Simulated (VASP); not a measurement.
Band structure of ZnS (zinc blende). All values below come from PBEsol GGA, VASP's PBE PAW potentials (set 64) (plane waves; VASP).

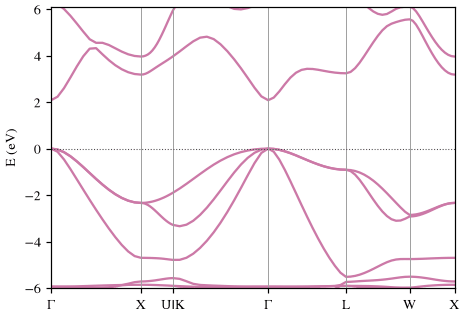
Bands along high-symmetry lines, zero at the valence-band maximum or, without a gap, the Fermi level

Problem. Read the plot: is there a gap, and where are the band edges?

Solution. The gap is direct, 2.08 eV, from the valence maximum at Γ to the conduction minimum at Γ. (Edges off the drawn lines would not show.)

Measured: gap 3.94 eV (computed value off by -1.86 eV), as given by Wei Chen et al., Physical Review Materials (2018), doi:10.1103/physrevmaterials.2.073803 [zero-point renormalisation of 0.1 eV added back (the table's ZPR column)].

The compound is ZnS in the zinc blende structure. It was relaxed first.
